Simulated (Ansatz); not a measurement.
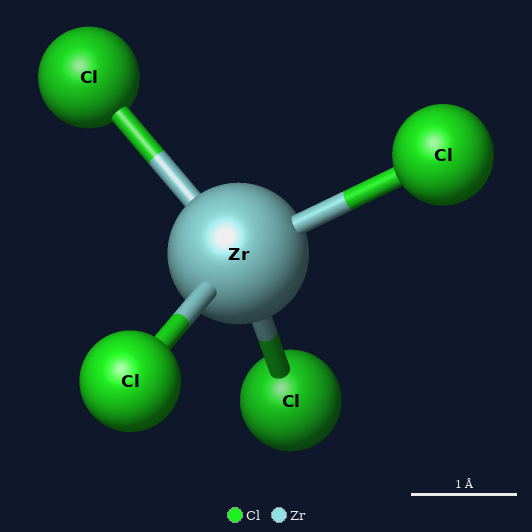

The species is neutral and a spin singlet. The computed structure is the end point of a PBE0-D4/def2-TZVP optimisation.

Give the formula.

ZrCl4, 5 atoms: 1 zirconium and 4 chlorine.

Count the bonded pairs by element.

4 Cl–Zr.

Write the SMILES.

[Cl][Zr]([Cl])([Cl])[Cl]

How many atoms are distinct by symmetry?

2: 4 Cl, 1 Zr.

More results for the same structure follow; atom numbers are the same in all pictures, views and colours differ.

## Geometry

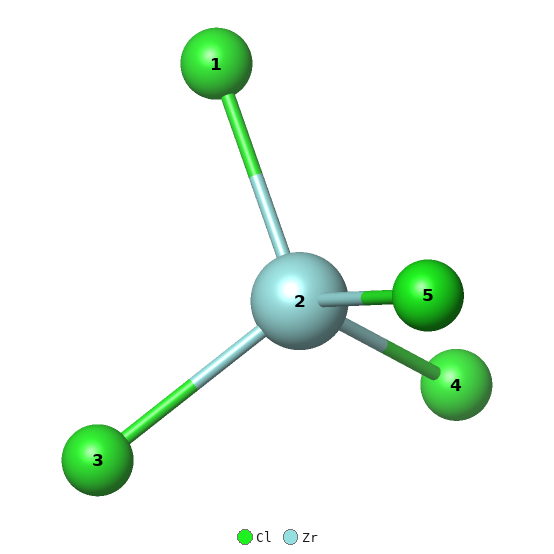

Describe the coordination of atom 2.

Zr2 has 4 neighbours (Cl1 at 2.32, Cl3 at 2.32, Cl4 at 2.32, Cl5 at 2.32 Å); the arrangement is tetrahedral.

## Electronic properties

Properties computed with RKS ωB97M-V/def2-QZVPP, core potentials on Zr (Ansatz 0.2.0).

Computed properties:

- HOMO energy (Kohn–Sham orbital): −11.94 eV
- LUMO energy (Kohn–Sham orbital): −0.57 eV
- HOMO–LUMO gap: 11.37 eV

## Charges

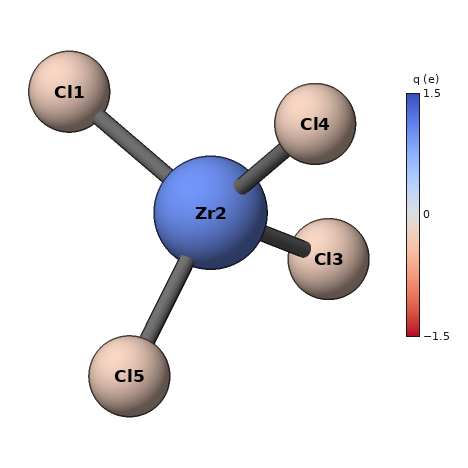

Atoms are coloured by their Mulliken charges. Properties computed with RKS r2SCAN-D4/def2-TZVPP, core potentials on Zr (Ansatz 0.2.0).

List the Mulliken charges.

| atom | value (e) |
| --- | --- |
| Cl1 | −0.25 |
| Zr2 | 1.02 |
| Cl3 | −0.25 |
| Cl4 | −0.25 |
| Cl5 | −0.25 |

## Thermal motion

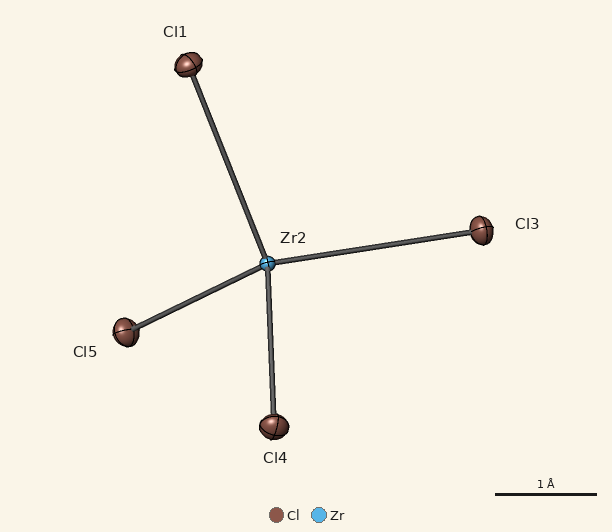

Displacement ellipsoids at the 50 % level, enlarged 2 times, from the internal vibrations of the free molecule (harmonic, no overall translation or rotation; no half-axis is drawn under 0.075 Å). Vibrations computed with RKS PBE0-D4/def2-TZVP, core potentials on Zr (Ansatz 0.2.0). Temperature: 0 K (zero-point motion alone).

Which atom has the largest mean-square displacement?

Cl1, Cl3, Cl4, Cl5, with U_eq = 0.0020 Å².

Give the displacement parameters, one line for each set of equivalent atoms.

```
              atom  U_eq (Å²)   rms amplitudes (Å)
Cl1, Cl3, Cl4, Cl5     0.0020  0.038, 0.047, 0.047
               Zr2    0.00056  0.024, 0.024, 0.024
```

Mulliken values depend strongly on the basis set and can even reverse the polarity of a bond.
